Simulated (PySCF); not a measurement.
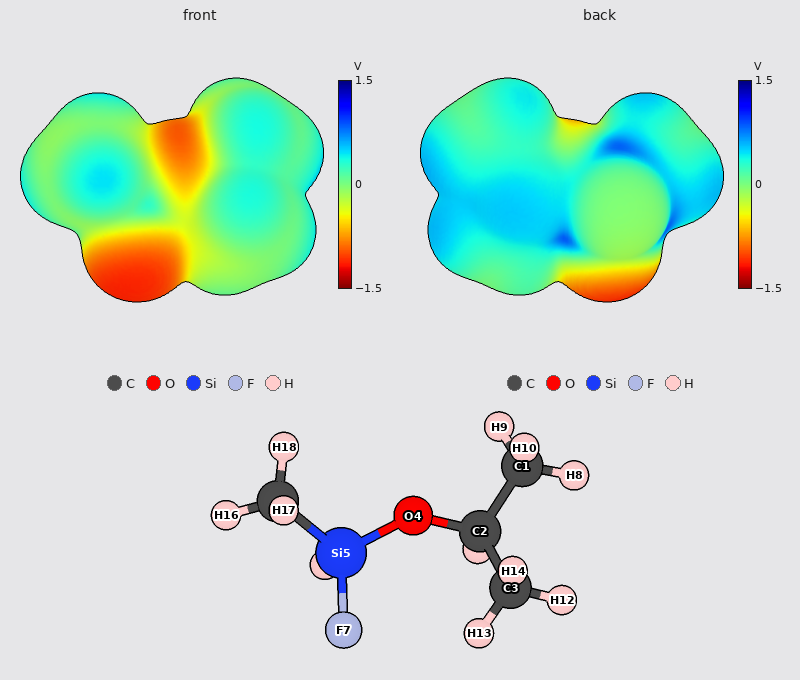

Figure. C$_{4}$H$_{11}$FOSi. The electrostatic potential painted on the density surface at 0.001 e/bohr³, seen from the front and from behind; red is negative and blue positive. The bare structure is drawn below in the same view.

Geometry: GFN2-xTB.

All numbers below come from PBE0/pcSseg-1, SCF density, gas phase, non-relativistic (PySCF 2.14.0).

```xyz
18

C    -1.9445    0.6742    1.2061
C    -1.0986   -0.3573    0.4673
C    -1.6691   -0.6712   -0.9109
O     0.2089    0.1632    0.3465
Si    1.6302   -0.5369    0.0875
C     2.8618    0.8831   -0.0255
F     1.6094   -1.3341   -1.3249
H    -2.9556    0.3019    1.3456
H    -1.5072    0.8862    2.1782
H    -1.9795    1.5973    0.6334
H    -1.0528   -1.2829    1.0578
H    -2.6722   -1.0789   -0.8174
H    -1.0368   -1.3944   -1.4184
H    -1.7071    0.2367   -1.5079
H     1.9400   -1.6022    1.0325
H     3.8778    0.5070    0.0302
H     2.7603    1.4178   -0.9656
H     2.7262    1.5968    0.7796
```

Q: Which sites attract a positive test charge, and which a negative one?

A: A positive charge is drawn to the negative regions and a negative charge to the positive ones. The most negative region (about −1.1 V) lies over F7, the most positive (about +0.8 V) over Si5.
